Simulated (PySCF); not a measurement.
# BGeH₆P: geometry, electronic excitations

Aim: predict the electronic excitations of BGeH₆P (`B[PH][GeH3]`).

Computed with PySCF 2.14.0, with density-fitted response routines of our own, on a single molecule in the gas phase. Atoms count from 0, in the outputs and in this text.

## (1) Starting geometry

9 atoms, charge 0, multiplicity 1; geometry from: GFN2-xTB. The atoms were then displaced at random by about 0.01 Å, so the start is not that level's minimum.

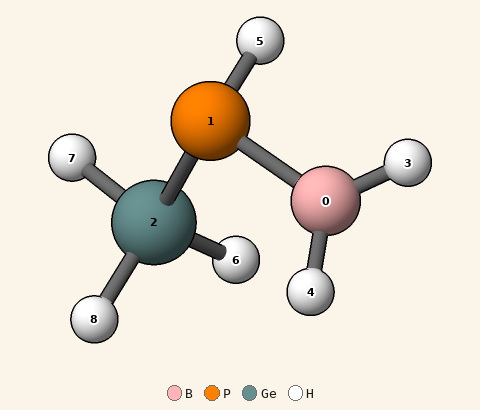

As it starts; boron pink, phosphorus orange, germanium teal, hydrogen white, atoms numbered; sticks join atoms by distance.

## (2) Geometry optimisation at PBE0-D3(BJ)/def2-SVP

What the job is given:

```
{"job": {"xc": "PBE0", "basis": "def2-SVP", "d3": "d3bj", "grid": 1, "shake": 0.01, "kind": "geom"}, "charge": 0, "multiplicity": 1}
B     -1.715540    -0.377350    -0.280480
P     -0.625300     0.301700     1.023070
Ge     1.339860     0.424510    -0.110610
H     -2.375800    -1.283890    -0.090690
H     -1.851290     0.244270    -1.292170
H     -0.338230    -0.824050     1.765070
H      1.801150    -0.779730    -0.897340
H      2.474640     0.687500     0.883700
H      1.348320     1.589890    -1.034260
```

The run is started by

```
> OMP_NUM_THREADS=1 python probes_run.py task.json out
```

One launch serves the whole session: the jobs run in the order shown.

**Question.** This job is followed by: TDDFT PBE0/aug-cc-pVTZ, vertical, gas phase, core orbitals frozen in the response; TDDFT PBE0/def2-TZVPD, vertical, gas phase, core orbitals frozen in the response. What will the session give for the following? point group; rotational constants (main isotopes); lowest singlet (PBE0/aug-cc-pVTZ); lowest triplet; range of the lowest singlet.

As calculated:

```
                            quantity                        value
                         point group                           C1
rotational constants (main isotopes)        14.17, 2.49, 2.22 GHz
   lowest singlet (PBE0/aug-cc-pVTZ)  4.62 eV (268 nm), f = 0.082
                      lowest triplet                      3.28 eV
         range of the lowest singlet              4.62 to 4.62 eV
```

The start of the PBE0/def2-SVP relaxation was shaken at random by about 0.01 Å, so part of the energy gained, and of the first lengths quoted, undoes that. Over 10 steps the energy fell by 0.219 eV; of the close pairs, B0–H3 changed most, 1.137 to 1.206 Å. The lowest singlet, at 4.62 eV, is HOMO→LUMO 0.93 and is bright. The lowest triplet lies 1.34 eV below the lowest singlet (triplets in Tamm-Dancoff, singlets in full TDDFT).
